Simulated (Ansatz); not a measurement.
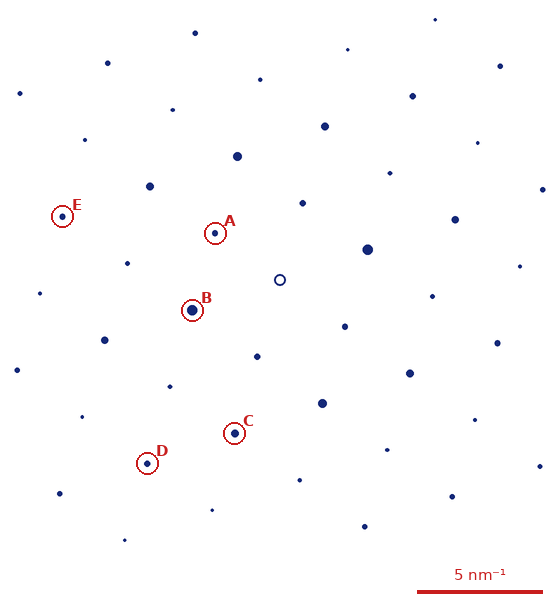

The pattern is a kinematic simulation for 300 kV electrons (no multiple scattering; isotropic B = 0.5 Å²). The zone axis points towards the electron source and the pattern is seen from the source side.

Y2AsN, space group P4/mmm (No. 123), a = 3.79 Å, c = 5.40 Å. Structure: the end point of a relaxation with Ansatz, DFT PBEsol, scalar-relativistic, plane waves, PAW; the starting structure was generated, so it need not be a known form of this composition.

Spot A is indexed 0 -1 1 and spot B 1 -1 0.

Give hkl for C, D, E.

Answer. C = −2A + 2B = 2 0 -2 (d = 1.550 Å). D = −2A + 3B = 3 -1 -2 (d = 1.095 Å). E = 2A + B = 1 -3 2 (d = 1.095 Å).

Give [uvw].

Answer. The cross product of A and B is parallel to [111]; every spot obeys hu + kv + lw = 0.

What are the spacings of A and B and the angle between them?

Answer. d(A) = 3.100 Å, d(B) = 2.679 Å, and the angle is 54.6°.
